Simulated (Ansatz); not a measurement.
# wB97M-V/STO-3G run of [HO2]− (hydroperoxide(1-))

What is the vertical ionisation energy of [HO2]− (hydroperoxide(1-)) at wB97M-V/STO-3G? 

Program for the calculation: Ansatz 0.2.0.

**1. The molecule**

[HO2]− has 3 atoms, charge -1, and is taken as a singlet. SMILES: `[O-]O`. The coordinates come from a PBE0-D4/def2-TZVPD relaxation.

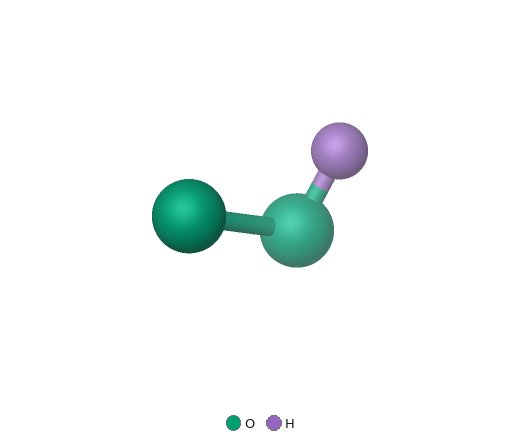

Viewed from a chosen angle; oxygen teal, hydrogen purple.

**2. A single-point energy at wB97M-V/STO-3G**

File input.yaml:

```yaml
crystal:
  periodic: [false, false, false]
  atoms:
    - symbol: O
      position_ang: [-0.357760, 1.025590, -0.080830]
    - symbol: O
      position_ang: [-0.242260, -0.445880, -0.180750]
    - symbol: H
      position_ang: [0.600030, -0.579720, 0.261570]
basis:
  gaussian:
    orbitals: STO-3G
total_charge: -1
hamiltonian:
  xc: {name: wB97M-V}
accuracy: high
```

The run is started by

```bash
$ ansatz run input.yaml --threads 1 --pin off --max-ram 3480MiB --events-out events.jsonl --progress --plain --runs-dir runs
```

Standard output:

```text
Warning: RAYON_NUM_THREADS=1 ignored (pool sized by the plan → 1); use --threads N
Functional definition: wB97M-V
  name "wB97M-V"
  parameter omega = 0.3/bohr
  parameter cx = 0.15
  parameter cx01 = 1.007
  parameter cx10 = 0.259
  parameter css00 = 0.443
  parameter css04 = -1.437
  parameter css10 = -4.535
  parameter css20 = -3.390
  parameter css43 = 4.278
  parameter cos00 = 1.000
  parameter cos10 = 1.358
  parameter cos20 = 2.924
  parameter cos21 = -8.812
  parameter cos60 = -1.390
  parameter cos61 = 9.142
  parameter b = 6.0
  parameter c = 0.01
  gx(w, u) = 1 - cx + cx01*u + cx10*w
  gss(w, u) = css00 + css04*u^4 + css10*w + css20*w^2 + css43*w^4*u^3
  gos(w, u) = cos00 + cos10*w + (cos20 + cos21*u)*w^2 + (cos60 + cos61*u)*w^6
  exchange = spin_sum(e_x_unif_sr(omega)*gx(b97_w, b97_u_x)) + cx*exact_x_sr(omega) + exact_x_lr(omega)
  correlation = spin_sum(e_c_pw_mod_same_spin*gss(b97_w, b97_u_same))
      + integral(e_c_pw_mod_opposite_spin*gos(b97_w_opposite, b97_u_opposite)) + vv10(b, c)
168 factors; integrals over basis functions are off by at most 4.4e-8 eV
90 factors; integrals over basis functions are off by at most 5.4e-10 eV
mean field evaluation 1: about -4041.4530 eV, gradient 2.4e1 eV
mean field evaluation 2: about -4043.1969 eV, gradient 1.2e1 eV
mean field evaluation 4: about -4043.6500 eV, gradient 8.7e-2 eV
mean field evaluation 8: about -4043.6455 eV, gradient 7.4e-4 eV
mean field evaluation 16: about -4043.6455 eV, gradient 1.2e-7 eV
mean field -4043.64545558 eV, -148.6012296111 hartree, gradient 6.6e-9 eV, S^2 0.000000; 0 other end points of the search recorded, 0 dependent functions left out
reference -4043.64545687 eV, -148.6012296588 hartree; 9, 9 occupied and 2, 2 virtual orbitals, 168 factors
Total energy: -4043.64545687 eV, -148.6012296588 hartree
```

Wall time 6.9 s (1 thread of Arm Neoverse V1, shared host); peak memory 0.17 GiB.

**3. Doublet neutral HO2 at the same level**

File run.yaml:

```yaml
crystal:
  periodic: [false, false, false]
  atoms:
    - {symbol: O, position_ang: [-0.357760, 1.025590, -0.080830]}
    - {symbol: O, position_ang: [-0.242260, -0.445880, -0.180750]}
    - {symbol: H, position_ang: [0.600030, -0.579720, 0.261570]}
basis:
  gaussian:
    orbitals: STO-3G
magnetization:
  spin_polarized: true
  initial_magnetization: 1
hamiltonian:
  xc: {name: wB97M-V}
accuracy: high
```

The run is started by

```bash
$ ansatz run run.yaml --threads 1 --pin off --max-ram 3480MiB --events-out events.jsonl --progress --plain --runs-dir runs
```

Standard output, shortened:

```text
Warning: RAYON_NUM_THREADS=1 ignored (pool sized by the plan → 1); use --threads N
Functional definition: wB97M-V
  name "wB97M-V"
[...]
  gx(w, u) = 1 - cx + cx01*u + cx10*w
  gss(w, u) = css00 + css04*u^4 + css10*w + css20*w^2 + css43*w^4*u^3
  gos(w, u) = cos00 + cos10*w + (cos20 + cos21*u)*w^2 + (cos60 + cos61*u)*w^6
[...]
      + integral(e_c_pw_mod_opposite_spin*gos(b97_w_opposite, b97_u_opposite)) + vv10(b, c)
168 factors; integrals over basis functions are off by at most 4.4e-8 eV
90 factors; integrals over basis functions are off by at most 5.4e-10 eV
[...]
mean field -4049.95512645 eV, -148.8331057388 hartree, gradient 3.2e-8 eV, S^2 0.752804; 1 other end points of the search recorded, 0 dependent functions left out
reference -4049.95512772 eV, -148.8331057855 hartree; 9, 8 occupied and 2, 3 virtual orbitals, 168 factors
Total energy: -4049.95512772 eV, -148.8331057855 hartree
```

It took 11 s on 1 thread of Arm Neoverse V1, shared host; peak memory 0.3 GiB.

**4. Results**

At wB97M-V/STO-3G:

| quantity | value |
| --- | --- |
| singlet [HO2]−: total energy | -148.60123 Eh |
| doublet neutral HO2: total energy | -148.83311 Eh |
| doublet neutral HO2: ⟨S²⟩ | 0.753 |
| vertical ionisation energy (to the doublet neutral) | -6.310 eV |

The species is unbound against losing an electron at this level, by 6.31 eV (−609 kJ/mol); missing correlation or diffuse functions can give that sign where the real anion is bound. In a minimal basis such a difference can be off by several eV, whatever the method.
